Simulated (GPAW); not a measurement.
**Calculation of the molecule and its ions, with input and output: CH3GaS (part 3 of 3)**

The same run, continued: CH3GaS; revPBE/dzp, scalar-relativistic datasets (GPAW 26.7.0). The geometry comes from this level: GFN2-xTB.

Geometry of the input (Å):
```
C  -0.4176  0.0806  -0.7195
S  0.6158  -1.5525  -0.1709
Ga 0.4515  0.2327  1.0540
H  -1.4496  -0.2304  -0.8704
H  0.0213  0.4388  -1.6487
H  0.7788  1.0307  2.3554
```

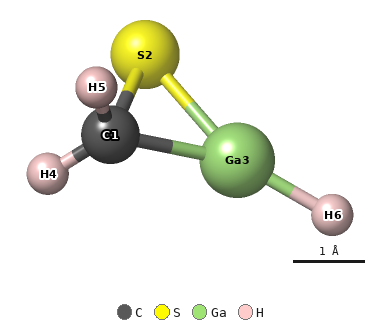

*The input geometry (ball-and-stick view, seen at a tilt; atoms are numbered from 1 in the order of the input). Sticks mark near contacts.*

What the program printed, continued
```
SCF iterations
|iter     |     time |      energy | eigst |  dens |  magmom |
|---------|----------|-------------|-------|-------|---------|
|iter:   1| 00:00:09 |  -18.867537 |      c|       |  +0.9983|
|iter:   2| 00:00:10 |  -17.392641 |      c| -0.43 |  +0.9983|
|iter:   3| 00:00:10 |  -14.123328 |      c| -0.47 |  +0.9992|
|iter:   4| 00:00:11 |  -14.126950 |      c| -0.69 |  +0.9995|
|iter:   5| 00:00:12 |  -13.694179 |      c| -0.83 |  +0.9997|
|iter:   6| 00:00:12 |  -13.715910 |      c| -1.05 |  +0.9999|
|iter:   7| 00:00:13 |  -13.679989 |      c| -0.84 |  +0.9999|
|iter:   8| 00:00:14 |  -13.673906 |      c| -1.19 |  +1.0000|
|iter:   9| 00:00:14 |  -13.672076c|      c| -1.29 |  +1.0000|
|iter:  10| 00:00:15 |  -13.673714c|      c| -1.36 |  +1.0000|
|iter:  11| 00:00:16 |  -13.772892 |      c| -1.36 |  +1.0000|
|iter:  12| 00:00:16 |  -13.754223 |      c| -0.80 |  +1.0000|
|iter:  13| 00:00:17 |  -13.675946 |      c| -1.20 |  +1.0000|
|iter:  14| 00:00:18 |  -13.678762 |      c| -1.36 |  +1.0000|
|iter:  15| 00:00:18 |  -13.680214c|      c| -1.42 |  +1.0000|
|iter:  16| 00:00:19 |  -13.681621c|      c| -1.39 |  +1.0000|
|iter:  17| 00:00:20 |  -13.724965 |      c| -1.39 |  +1.0000|
|iter:  18| 00:00:20 |  -13.679315 |      c| -0.84 |  +1.0000|
|iter:  19| 00:00:21 |  -13.679807 |      c| -1.51 |  +1.0000|
|iter:  20| 00:00:22 |  -13.702051 |      c| -1.41 |  +1.0000|
|iter:  21| 00:00:22 |  -13.677996 |      c| -0.80 |  +1.0000|
|iter:  22| 00:00:23 |  -13.677670 |      c| -1.52 |  +1.0000|
|iter:  23| 00:00:24 |  -13.677829c|      c| -1.59 |  +1.0000|
|iter:  24| 00:00:24 |  -13.677770c|      c| -1.92 |  +1.0000|
|iter:  25| 00:00:25 |  -13.678072c|      c| -1.70 |  +1.0000|
|iter:  26| 00:00:26 |  -13.678844c|      c| -2.34 |  +1.0000|
|iter:  27| 00:00:26 |  -13.678409c|      c| -2.05 |  +1.0000|
|iter:  28| 00:00:27 |  -13.678430c|      c| -3.06 |  +1.0000|
|iter:  29| 00:00:28 |  -13.678441c|      c| -3.32 |  +1.0000|
|iter:  30| 00:00:29 |  -13.678441c|      c| -3.94 |  +1.0000|
|iter:  31| 00:00:29 |  -13.678441c|      c| -4.32c|  +1.0000|

Converged in 31 steps
SCF loop duration: 20.091 s (0.648 s/step)
Energy contributions relative to reference atoms: (reference = -64816.217615)

Energy contributions:
  Kinetic:          31.223480
  Coulomb:         -29.213200
  Zero:              0.253366
  External:          0.000000
  Xc:              -15.942087
  Entropy:           0.000000
  Spinorbit:         0.000000
  ----------------------------
  Free energy:     -13.678441
  Extrapolated:    -13.678441

dipole moment: (6.281284, 5.735708, 6.486320)  # |e|*Ang

Total magnetic moment: (0.000000, 0.000000, 1.000001)

Local magnetic moments
|        x |        y |         z |
|----------|----------|-----------|
| 0.000000 | 0.000000 |  0.000694 |  # C    0
| 0.000000 | 0.000000 |  0.483645 |  # S    1
| 0.000000 | 0.000000 |  0.004064 |  # Ga   2
| 0.000000 | 0.000000 |  0.016259 |  # H    3
| 0.000000 | 0.000000 |  0.016109 |  # H    4
| 0.000000 | 0.000000 | -0.001368 |  # H    5

Fermi levels: -9.906, -12.079
Eigenvalues  # (at kpt = [0.000, 0.000, 0.000])
| band index |      eig [eV] | occ [0-1] |      eig [eV] | occ [0-1] |
|------------|---------------|-----------|---------------|-----------|
|          0 |       -25.755 |     1.000 |       -25.153 |     1.000 |
|          1 |       -21.630 |     1.000 |       -21.249 |     1.000 |
|          2 |       -17.331 |     1.000 |       -17.152 |     1.000 |
|          3 |       -16.508 |     1.000 |       -16.200 |     1.000 |
|          4 |       -15.240 |     1.000 |       -15.099 |     1.000 |
|          5 |       -13.899 |     1.000 |       -13.672 |     1.000 |
|          6 |       -13.794 |     1.000 |       -12.105 |     1.000 |
|          7 |       -12.222 |     1.000 |       -12.052 |     0.000 |
|          8 |        -7.760 |     0.000 |        -7.551 |     0.000 |
|          9 |        -7.315 |     0.000 |        -7.204 |     0.000 |
|         10 |        -6.747 |     0.000 |        -6.516 |     0.000 |
|         11 |        -5.208 |     0.000 |        -5.187 |     0.000 |
|         12 |        -2.310 |     0.000 |        -2.221 |     0.000 |
|         13 |        -1.963 |     0.000 |        -1.810 |     0.000 |

Gap: 4.292 eV
Transition (v -> c):
  (s=1, k=0, n=7, [0.00, 0.00, 0.00]) -> (s=0, k=0, n=8, [0.00, 0.00, 0.00])
No difference between direct/indirect transitions
vacuum-level: 0.000  # V
oxidised      -13.67844 eV
Vertical IP = 8.828 eV
```

Summary

```json
{"quantity": "outcome", "value": "converged"}
{"quantity": "ionisation energy", "value": "8.83 eV"}
{"quantity": "wall time", "value": "30 s"}
{"quantity": "peak memory", "value": "0.69 GiB"}
```

Notes

On so coarse a grid the energy depends on the position of the molecule, which gives spurious forces.
